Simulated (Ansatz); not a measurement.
**A computed series for Al2O3: pressure series**

Consider Al2O3 in the corundum structure (space group R-3c, No. 167; a = 4.808 Å, c = 13.122 Å (hexagonal axes)).

Cell and atoms are relaxed at each pressure.

The values are results of PBE, PAW, 420 eV (Ansatz, an electronic-structure program; spin-orbit coupling left out), earlier PAW set, not measurements.

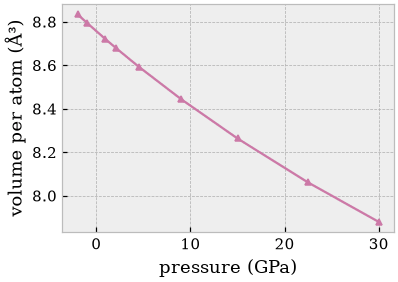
*Volume against pressure*

**Question.** Estimate the zero-pressure bulk modulus from the plot.

**Answer.** About 230 GPa; a third-order Birch–Murnaghan fit to the points gives V₀ = 8.76 Å³/atom, B₀ = 230 GPa and B₀′ = 4.0.

Between the base and pressure 22.5 GPa the gap moves from 5.86 eV to 6.88 eV, a mean slope of 45 meV/GPa.

Load acts through the strain it causes; cell and atoms are relaxed under it. Whether these cells are dynamically stable was not tested. No other phases were tried under pressure.
